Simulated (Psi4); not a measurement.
**O2F (SMILES [O]OF) in Psi4**

Aim: the stability of the SCF solution of O2F.

The calculation is run with Psi4 1.11.

1 further run of the same task is left out (it didn't finish).

### 1 Starting point

O2F: 3 atoms, total charge 0, spin state doublet. As SMILES, `[O]OF`. The coordinates come from a GFN2-xTB relaxation.

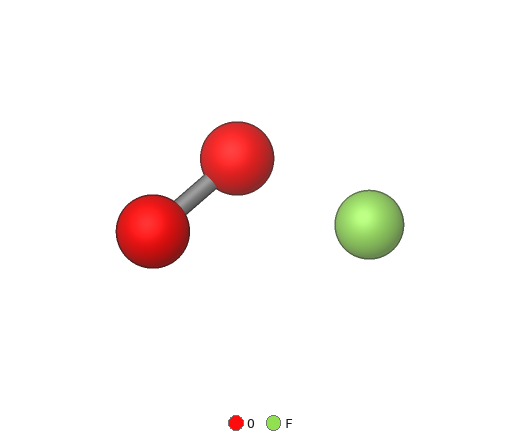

Viewed from a chosen angle; oxygen red, fluorine green.

### 2 The input as written

File calc.dat:

```
memory 1600 mb

molecule mol {
  0 2
  O      0.949760    -0.292600     0.491570
  O      0.124690     0.486900     0.122000
  F     -1.074440    -0.194290    -0.613560
  symmetry c1
}

set basis aug-cc-pVTZ
set reference uks
set scf_type df
set stability_analysis follow
set relativistic dkh
set dkh_order 2

energy('pbe')
```

On the command line:

```bash
$ psi4 -n 1 calc.dat calc.out
```

calc.out:

```text
Psi4 1.11 release

Relativistic analytic gradients are not implemented yet, re-routing to finite differences.

psi4.driver.p4util.exceptions.ValidationError: Stability analysis root following is only available for unrestricted Hartree--Fock, not present UKS

Printing out the relevant lines from the Psithon --> Python processed input file:
    core.set_global_option("REFERENCE", "uks")
    core.set_global_option("SCF_TYPE", "df")
    core.set_global_option("STABILITY_ANALYSIS", "follow")
    core.set_global_option("RELATIVISTIC", "dkh")
    core.set_global_option("DKH_ORDER", 2)
--> energy('pbe')

!----------------------------------------------------------------------------------!
!                                                                                  !
!  Stability analysis root following is only available for unrestricted Hartree--  !
!     Fock, not present UKS                                                        !
!                                                                                  !
!----------------------------------------------------------------------------------!

    Psi4 run time: 0:00:00.11
```

Run time: 1.2 s. Hardware: 1 thread of Intel Xeon Platinum 8488C (Sapphire Rapids), shared host; peak memory 0.13 GiB.

### 3 Diagnosis

The program refused the input.

The telling line is `psi4.driver.p4util.exceptions.ValidationError: Stability analysis root following is only available for unrestricted Hartree--Fock, not present UKS`. As typed, the program can't run this.
